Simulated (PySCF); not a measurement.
## Geometry relaxation, with input and output: Si2H2OF2 (part 2 of 2)

The same run, continued: Si2H2OF2; BLYP/6-31G*, RKS (PySCF 2.14.0). The geometry comes from this level: PBE0-D4/def2-TZVP.

Geometry of the input (Å):
```
F  0.4242  -1.6121  1.6938
Si 0.0379  -1.0260  0.2801
F  -0.1942  -2.2880  -0.6391
O  1.1035  0.0779  -0.3221
Si -0.3048  1.0586  -0.2328
H  -0.2023  2.1888  0.7200
H  -0.8028  1.5328  -1.5455
```

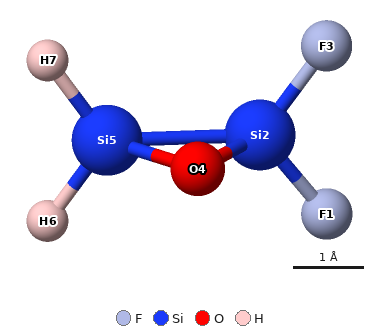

**Figure 1.** The geometry at step 7 of the log (ball-and-stick view, seen at a tilt; atoms are numbered from 1 in the order of the input).

Output, continued:
```
----------------------------------------------
cycle 10: E = -855.155716215  dE = -6.32565e-08  norm(grad) = 0.000237018
Step    9 : Displace = 1.703e-04/2.210e-04 (rms/max) Trust = 1.615e-04 (-) Grad = 8.576e-05/1.575e-04 (rms/max) E (change) = -855.1557162151 (-6.326e-08) Quality = 0.209
Hessian Eigenvalues: 8.32578e-03 2.42862e-02 3.12351e-02 ... 2.96412e-01 5.42253e-01 5.56306e-01

Geometry optimization cycle 11
Cartesian coordinates (Angstrom)
 Atom        New coordinates             dX        dY        dZ
   F   0.404161  -1.629587   1.737242   -0.000008  0.000074 -0.000020
  Si   0.039970  -1.028155   0.283085   -0.000112  0.000026  0.000017
   F  -0.229153  -2.315185  -0.654899    0.000022 -0.000032  0.000103
   O   1.145904   0.083466  -0.329285    0.000031  0.000016 -0.000050
  Si  -0.313101   1.088446  -0.232081    0.000094 -0.000056 -0.000065
   H  -0.211310   2.229856   0.727813   -0.000011 -0.000093 -0.000009
   H  -0.816078   1.572910  -1.553811    0.000037 -0.000010 -0.000014
converged SCF energy = -855.155716283381
--------------- RKS_Scanner gradients ---------------
         x                y                z
0 F     0.0000082074    -0.0000131445     0.0000278023
1 Si     0.0001184748     0.0000005341    -0.0000239763
2 F    -0.0000101821    -0.0000299798    -0.0000131725
3 O    -0.0000345433    -0.0000266164     0.0000085071
4 Si    -0.0000935320     0.0000249149     0.0000034532
5 H     0.0000269458    -0.0000085392    -0.0000072536
6 H     0.0000174058    -0.0000127872    -0.0000072944
----------------------------------------------
cycle 11: E = -855.155716283  dE = -6.82601e-08  norm(grad) = 0.000171834
Step   10 : Displace = 8.513e-05/1.160e-04 (rms/max) Trust = 8.073e-05 (-) Grad = 5.955e-05/1.112e-04 (rms/max) E (change) = -855.1557162834 (-6.826e-08) Quality = 1.188
Hessian Eigenvalues: 1.05901e-02 2.38392e-02 3.12952e-02 ... 2.93024e-01 4.48794e-01 5.56397e-01

Geometry optimization cycle 12
Cartesian coordinates (Angstrom)
 Atom        New coordinates             dX        dY        dZ
   F   0.404115  -1.629440   1.737258   -0.000046  0.000146  0.000016
  Si   0.039806  -1.028114   0.283120   -0.000164  0.000041  0.000035
   F  -0.229169  -2.315229  -0.654741   -0.000016 -0.000043  0.000159
   O   1.145963   0.083417  -0.329340    0.000059 -0.000049 -0.000056
  Si  -0.312935   1.088401  -0.232190    0.000167 -0.000046 -0.000109
   H  -0.211332   2.229760   0.727793   -0.000022 -0.000096 -0.000020
   H  -0.816023   1.572909  -1.553862    0.000056 -0.000000 -0.000051
converged SCF energy = -855.15571634991
--------------- RKS_Scanner gradients ---------------
         x                y                z
0 F     0.0000087415    -0.0000072939     0.0000043858
1 Si     0.0000701360    -0.0000100662    -0.0000093747
2 F    -0.0000002319    -0.0000156366     0.0000027152
3 O    -0.0000065373    -0.0000025461    -0.0000052478
4 Si    -0.0000798758    -0.0000113355     0.0000071517
5 H     0.0000247275    -0.0000078326    -0.0000052453
6 H     0.0000158687    -0.0000106572    -0.0000062917
----------------------------------------------
cycle 12: E = -855.15571635  dE = -6.65291e-08  norm(grad) = 0.000115112
Step   11 : Displace = 1.175e-04/1.597e-04 (rms/max) Trust = 1.142e-04 (+) Grad = 3.556e-05/6.429e-05 (rms/max) E (change) = -855.1557163499 (-6.653e-08) Quality = 1.190
Hessian Eigenvalues: 1.06092e-02 2.29485e-02 3.12910e-02 ... 3.01264e-01 4.46191e-01 5.56414e-01

Geometry optimization cycle 13
Cartesian coordinates (Angstrom)
 Atom        New coordinates             dX        dY        dZ
   F   0.404116  -1.629258   1.737361    0.000001  0.000183  0.000102
  Si   0.039576  -1.028107   0.283197   -0.000230  0.000007  0.000077
   F  -0.229176  -2.315335  -0.654586   -0.000007 -0.000106  0.000155
   O   1.145980   0.083277  -0.329385    0.000017 -0.000140 -0.000044
  Si  -0.312643   1.088412  -0.232390    0.000291  0.000011 -0.000200
   H  -0.211389   2.229687   0.727732   -0.000057 -0.000073 -0.000062
   H  -0.815945   1.572935  -1.553973    0.000078  0.000025 -0.000111
converged SCF energy = -855.155716428899
--------------- RKS_Scanner gradients ---------------
         x                y                z
0 F     0.0000170758    -0.0000055441     0.0000048623
1 Si     0.0000350435    -0.0000134237     0.0000000117
2 F     0.0000062606    -0.0000170791    -0.0000001268
3 O    -0.0000041231     0.0000072944    -0.0000092655
4 Si    -0.0000449217    -0.0000184994    -0.0000022185
5 H     0.0000151649    -0.0000091014    -0.0000022237
6 H     0.0000084191    -0.0000086119    -0.0000030916
----------------------------------------------
cycle 13: E = -855.155716429  dE = -7.89896e-08  norm(grad) = 7.12645e-05
Step   12 : Displace = 1.656e-04/2.641e-04 (rms/max) Trust = 1.615e-04 (+) Grad = 1.626e-05/2.826e-05 (rms/max) E (change) = -855.1557164289 (-7.899e-08) Quality = 1.538
Hessian Eigenvalues: 1.26647e-02 2.18604e-02 3.12902e-02 ... 3.02423e-01 4.45766e-01 5.56405e-01

Geometry optimization cycle 14
Cartesian coordinates (Angstrom)
 Atom        New coordinates             dX        dY        dZ
   F   0.403942  -1.628983   1.737530   -0.000174  0.000275  0.000169
  Si   0.039283  -1.028032   0.283321   -0.000293  0.000075  0.000124
   F  -0.229347  -2.315410  -0.654273   -0.000171 -0.000075  0.000312
   O   1.146022   0.083066  -0.329400    0.000042 -0.000211 -0.000015
  Si  -0.312318   1.088459  -0.232617    0.000326  0.000047 -0.000227
   H  -0.211374   2.229713   0.727561    0.000016  0.000026 -0.000171
   H  -0.815742   1.572931  -1.554167    0.000203 -0.000004 -0.000194
converged SCF energy = -855.155716468228
--------------- RKS_Scanner gradients ---------------
         x                y                z
0 F     0.0000228482    -0.0000022221    -0.0000067714
1 Si     0.0000021198    -0.0000121399     0.0000059960
2 F     0.0000155396    -0.0000111624     0.0000069666
3 O     0.0000039892     0.0000047771    -0.0000122250
4 Si    -0.0000175959    -0.0000264526    -0.0000063265
5 H     0.0000044664    -0.0000098841     0.0000001740
6 H     0.0000015997    -0.0000074945     0.0000002079
----------------------------------------------
cycle 14: E = -855.155716468  dE = -3.93288e-08  norm(grad) = 5.08849e-05
Step   13 : Displace = 1.552e-04/2.390e-04 (rms/max) Trust = 2.283e-04 (+) Grad = 7.864e-06/1.123e-05 (rms/max) E (change) = -855.1557164682 (-3.933e-08) Quality = 2.277
Hessian Eigenvalues: 1.09785e-02 2.18196e-02 3.13255e-02 ... 2.99451e-01 4.50135e-01 5.56393e-01

Geometry optimization cycle 15
Cartesian coordinates (Angstrom)
 Atom        New coordinates             dX        dY        dZ
   F   0.403775  -1.628851   1.737657   -0.000167  0.000132  0.000127
  Si   0.039163  -1.027982   0.283399   -0.000119  0.000051  0.000078
   F  -0.229514  -2.315410  -0.654115   -0.000167 -0.000000  0.000158
   O   1.146019   0.082977  -0.329366   -0.000003 -0.000090  0.000033
  Si  -0.312219   1.088514  -0.232700    0.000099  0.000055 -0.000083
   H  -0.211295   2.229815   0.727422    0.000079  0.000101 -0.000139
   H  -0.815590   1.572922  -1.554291    0.000152 -0.000009 -0.000125
converged SCF energy = -855.15571647303
--------------- RKS_Scanner gradients ---------------
         x                y                z
0 F     0.0000242936    -0.0000020489    -0.0000057416
1 Si     0.0000016680    -0.0000111374     0.0000047607
2 F     0.0000159799    -0.0000117832     0.0000062840
3 O     0.0000021505     0.0000000852    -0.0000112400
4 Si    -0.0000136913    -0.0000215108    -0.0000069335
5 H     0.0000019184    -0.0000101494     0.0000002188
6 H     0.0000006363    -0.0000079611     0.0000007927
----------------------------------------------
cycle 15: E = -855.155716473  dE = -4.80156e-09  norm(grad) = 4.702e-05
```

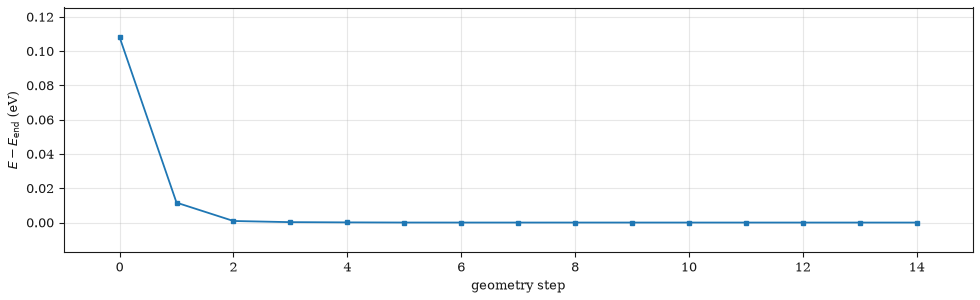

**Figure 2.** Progress of the relaxation, step by step (steps are counted from 0).

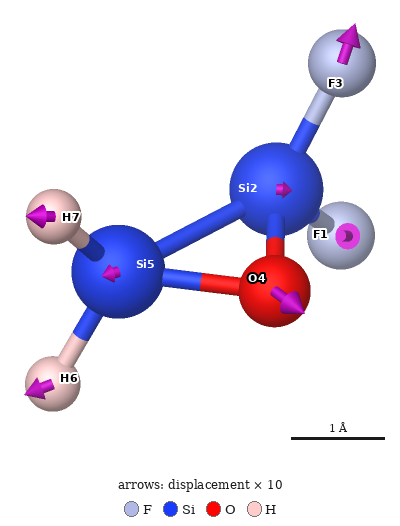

**Figure 3.** The starting structure with the displacements as pink arrows, magnified 10 times (ball-and-stick view, seen at a tilt). The two geometries are laid on each other by the best rigid fit. O4 moves most after the best rigid fit: 0.049 Å. By element the largest moves are O 0.049 Å, F 0.047 Å, H 0.033 Å, Si 0.020 Å. Distances before and after: O4–Si5 1.718 → 1.774 Å, F1–Si2 1.578 → 1.615 Å, Si2–O4 1.648 → 1.684 Å, Si2–Si5 2.174 → 2.207 Å. Over 14 geometry steps the energy falls by 0.108 eV. The largest force component goes from 1.5 to 0.0012 eV/Å. (Atoms are counted from 1 in the order of the input.)

```
Step   14 : Displace = 2.493e-05/3.726e-05 (rms/max) Trust = 3.229e-04 (+) Grad = 6.176e-06/9.811e-06 (rms/max) E (change) = -855.1557164730 (-4.802e-09) Quality = 2.110
Hessian Eigenvalues: 1.09785e-02 2.18196e-02 3.13255e-02 ... 2.99451e-01 4.50135e-01 5.56393e-01
Converged! =D

converged: True
F           0.40377535       -1.62885079        1.73765737
Si          0.03916327       -1.02798155        0.28339940
F          -0.22951384       -2.31541004       -0.65411536
O           1.14601904        0.08297668       -0.32936630
Si         -0.31221895        1.08851364       -0.23270015
H          -0.21129478        2.22981462        0.72742150
H          -0.81559028        1.57292193       -1.55429115
converged SCF energy = -855.155716473043
total energy: -855.15571647 hartree
```

Trajectory as extended XYZ (Å, eV, eV/Å), 15 frames, from step=0 to step=14:
```
7
Properties=species:S:1:pos:R:3:forces:R:3 step=0 energy=-23269.86434
F     0.4242   -1.6121    1.6938    0.3188  -0.4879   1.3054
Si    0.0379   -1.0260    0.2801   -0.6849   0.4064   0.0623
F    -0.1942   -2.2880   -0.6391   -0.2552  -1.1087  -0.8560
O     1.1035    0.0779   -0.3221    1.5404   0.1696  -0.4578
Si   -0.3048    1.0586   -0.2328   -0.8265   0.7003   0.0141
H    -0.2023    2.1888    0.7200   -0.0031   0.2097   0.1333
H    -0.8028    1.5328   -1.5455   -0.0912   0.1120  -0.1995
7
Properties=species:S:1:pos:R:3:forces:R:3 step=1 energy=-23269.96088
F     0.4254   -1.6242    1.7287    0.0807  -0.1795   0.3019
Si    0.0456   -1.0410    0.2827   -0.2425   0.2183   0.0080
F    -0.2084   -2.3138   -0.6610   -0.0442  -0.3113  -0.1685
O     1.1301    0.0789   -0.3278    0.5739  -0.0323  -0.1431
Si   -0.3076    1.0685   -0.2330   -0.3677   0.3162  -0.0027
H    -0.2104    2.2156    0.7225   -0.0034  -0.0105  -0.0073
H    -0.8156    1.5501   -1.5552    0.0017   0.0018   0.0138
7
Properties=species:S:1:pos:R:3:forces:R:3 step=2 energy=-23269.97158
F     0.4239   -1.6431    1.7310   -0.0101   0.0288   0.0369
Si    0.0417   -1.0372    0.2836    0.0453  -0.0182  -0.0025
F    -0.2082   -2.3309   -0.6502   -0.0299   0.0075  -0.0385
O     1.1426    0.0808   -0.3318    0.0617  -0.0410  -0.0045
Si   -0.3105    1.0801   -0.2357   -0.0653   0.0558  -0.0033
H    -0.2144    2.2258    0.7210   -0.0031  -0.0177   0.0009
H    -0.8190    1.5636   -1.5569   -0.0005  -0.0131   0.0120
7
Properties=species:S:1:pos:R:3:forces:R:3 step=3 energy=-23269.97226
F     0.4207   -1.6340    1.7375   -0.0118   0.0002  -0.0326
Si    0.0456   -1.0378    0.2830    0.0205   0.0286  -0.0136
F    -0.2151   -2.3263   -0.6568    0.0048   0.0182   0.0282
O     1.1480    0.0796   -0.3333    0.0179  -0.0399   0.0070
Si   -0.3092    1.0792   -0.2364   -0.0415  -0.0042   0.0141
H    -0.2162    2.2206    0.7244    0.0049   0.0016   0.0014
H    -0.8206    1.5614   -1.5557    0.0035  -0.0017  -0.0035
7
Properties=species:S:1:pos:R:3:forces:R:3 step=4 energy=-23269.97240
F     0.4189   -1.6341    1.7365   -0.0080   0.0010  -0.0131
Si    0.0454   -1.0362    0.2828    0.0216   0.0149  -0.0100
F    -0.2162   -2.3251   -0.6555   -0.0008   0.0088   0.0120
O     1.1485    0.0796   -0.3330    0.0084  -0.0253   0.0053
Si   -0.3097    1.0798   -0.2359   -0.0306   0.0035   0.0091
H    -0.2158    2.2212    0.7249    0.0042   0.0007  -0.0003
H    -0.8205    1.5616   -1.5555    0.0036  -0.0007  -0.0020
7
Properties=species:S:1:pos:R:3:forces:R:3 step=5 energy=-23269.97248
F     0.4148   -1.6333    1.7359   -0.0019  -0.0006   0.0058
Si    0.0452   -1.0337    0.2825    0.0145   0.0012  -0.0036
F    -0.2196   -2.3223   -0.6544   -0.0038  -0.0026  -0.0036
O     1.1494    0.0801   -0.3322   -0.0067  -0.0046   0.0032
Si   -0.3109    1.0812   -0.2344   -0.0093   0.0076   0.0006
H    -0.2148    2.2230    0.7256    0.0028   0.0008  -0.0004
H    -0.8200    1.5626   -1.5549    0.0027   0.0012  -0.0012
7
Properties=species:S:1:pos:R:3:forces:R:3 step=6 energy=-23269.97249
F     0.4126   -1.6328    1.7361   -0.0005  -0.0007   0.0058
Si    0.0447   -1.0327    0.2825    0.0071  -0.0003  -0.0011
F    -0.2216   -2.3208   -0.6545   -0.0026  -0.0030  -0.0042
O     1.1490    0.0807   -0.3316   -0.0071   0.0000   0.0021
Si   -0.3117    1.0824   -0.2337   -0.0022   0.0053  -0.0015
H    -0.2140    2.2244    0.7259    0.0017   0.0006   0.0000
H    -0.8193    1.5642   -1.5546    0.0018   0.0013  -0.0005
7
Properties=species:S:1:pos:R:3:forces:R:3 step=7 energy=-23269.97250
F     0.4090   -1.6316    1.7367    0.0003  -0.0001   0.0019
Si    0.0433   -1.0309    0.2827   -0.0039  -0.0008   0.0017
F    -0.2249   -2.3185   -0.6547   -0.0002  -0.0009  -0.0019
O     1.1477    0.0818   -0.3306   -0.0026   0.0035   0.0000
Si   -0.3128    1.0848   -0.2327    0.0047   0.0002  -0.0021
H    -0.2127    2.2268    0.7266   -0.0002   0.0002   0.0004
H    -0.8179    1.5676   -1.5543    0.0002   0.0011   0.0005
7
Properties=species:S:1:pos:R:3:forces:R:3 step=8 energy=-23269.97249
F     0.4060   -1.6305    1.7371    0.0001   0.0006  -0.0010
Si    0.0415   -1.0293    0.2829   -0.0084  -0.0010   0.0025
F    -0.2276   -2.3165   -0.6548    0.0008   0.0010   0.0002
O     1.1466    0.0828   -0.3297    0.0011   0.0044  -0.0011
Si   -0.3133    1.0870   -0.2322    0.0067  -0.0027  -0.0012
H    -0.2117    2.2288    0.7273   -0.0012   0.0003   0.0004
H    -0.8168    1.5708   -1.5540   -0.0007   0.0008   0.0008
7
Properties=species:S:1:pos:R:3:forces:R:3 step=9 energy=-23269.97249
F     0.4042   -1.6297    1.7373   -0.0005   0.0009  -0.0025
Si    0.0401   -1.0282    0.2831   -0.0083  -0.0006   0.0020
F    -0.2292   -2.3152   -0.6550    0.0009   0.0021   0.0014
O     1.1459    0.0834   -0.3292    0.0029   0.0030  -0.0012
Si   -0.3132    1.0885   -0.2320    0.0053  -0.0031   0.0000
H    -0.2113    2.2299    0.7278   -0.0013   0.0004   0.0004
H    -0.8161    1.5729   -1.5538   -0.0008   0.0007   0.0006
7
Properties=species:S:1:pos:R:3:forces:R:3 step=10 energy=-23269.97250
F     0.4042   -1.6296    1.7372   -0.0004   0.0007  -0.0014
Si    0.0400   -1.0282    0.2831   -0.0061   0.0000   0.0012
F    -0.2292   -2.3152   -0.6549    0.0005   0.0015   0.0007
O     1.1459    0.0835   -0.3293    0.0018   0.0014  -0.0004
Si   -0.3131    1.0884   -0.2321    0.0048  -0.0013  -0.0002
H    -0.2113    2.2299    0.7278   -0.0014   0.0004   0.0004
H    -0.8161    1.5729   -1.5538   -0.0009   0.0007   0.0004
7
Properties=species:S:1:pos:R:3:forces:R:3 step=11 energy=-23269.97250
F     0.4041   -1.6294    1.7373   -0.0004   0.0004  -0.0002
Si    0.0398   -1.0281    0.2831   -0.0036   0.0005   0.0005
F    -0.2292   -2.3152   -0.6547    0.0000   0.0008  -0.0001
O     1.1460    0.0834   -0.3293    0.0003   0.0001   0.0003
Si   -0.3129    1.0884   -0.2322    0.0041   0.0006  -0.0004
H    -0.2113    2.2298    0.7278   -0.0013   0.0004   0.0003
H    -0.8160    1.5729   -1.5539   -0.0008   0.0005   0.0003
7
Properties=species:S:1:pos:R:3:forces:R:3 step=12 energy=-23269.97250
F     0.4041   -1.6293    1.7374   -0.0009   0.0003  -0.0003
Si    0.0396   -1.0281    0.2832   -0.0018   0.0007   0.0000
F    -0.2292   -2.3153   -0.6546   -0.0003   0.0009   0.0000
O     1.1460    0.0833   -0.3294    0.0002  -0.0004   0.0005
Si   -0.3126    1.0884   -0.2324    0.0023   0.0010   0.0001
H    -0.2114    2.2297    0.7277   -0.0008   0.0005   0.0001
H    -0.8159    1.5729   -1.5540   -0.0004   0.0004   0.0002
7
Properties=species:S:1:pos:R:3:forces:R:3 step=13 energy=-23269.97250
F     0.4039   -1.6290    1.7375   -0.0012   0.0001   0.0003
Si    0.0393   -1.0280    0.2833   -0.0001   0.0006  -0.0003
F    -0.2293   -2.3154   -0.6543   -0.0008   0.0006  -0.0004
O     1.1460    0.0831   -0.3294   -0.0002  -0.0002   0.0006
Si   -0.3123    1.0885   -0.2326    0.0009   0.0014   0.0003
H    -0.2114    2.2297    0.7276   -0.0002   0.0005   0.0000
H    -0.8157    1.5729   -1.5542   -0.0001   0.0004   0.0000
7
Properties=species:S:1:pos:R:3:forces:R:3 step=14 energy=-23269.97250
F     0.4038   -1.6289    1.7377   -0.0012   0.0001   0.0003
Si    0.0392   -1.0280    0.2834   -0.0001   0.0006  -0.0002
F    -0.2295   -2.3154   -0.6541   -0.0008   0.0006  -0.0003
O     1.1460    0.0830   -0.3294   -0.0001   0.0000   0.0006
Si   -0.3122    1.0885   -0.2327    0.0007   0.0011   0.0004
H    -0.2113    2.2298    0.7274   -0.0001   0.0005   0.0000
H    -0.8156    1.5729   -1.5543    0.0000   0.0004   0.0000
```

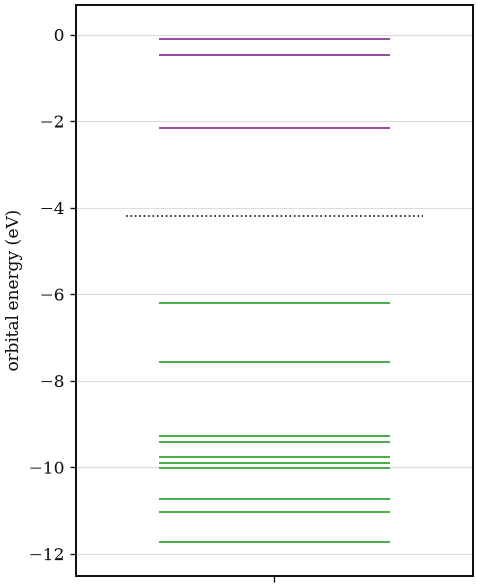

**Figure 4.** Orbital energies near the frontier; the dotted line parts filled from empty levels, and levels within 0.02 eV of each other stand side by side. Highest filled −6.21 eV, lowest empty −2.17 eV, 4.04 eV apart.

Results in brief:

```csv
quantity,value
outcome,converged
total energy,−855.155716 hartree
basis functions,82
HOMO,−6.21 eV
LUMO,−2.17 eV
dipole moment,2.32 D
wall time,7.2 min
peak memory,0.85 GiB
```
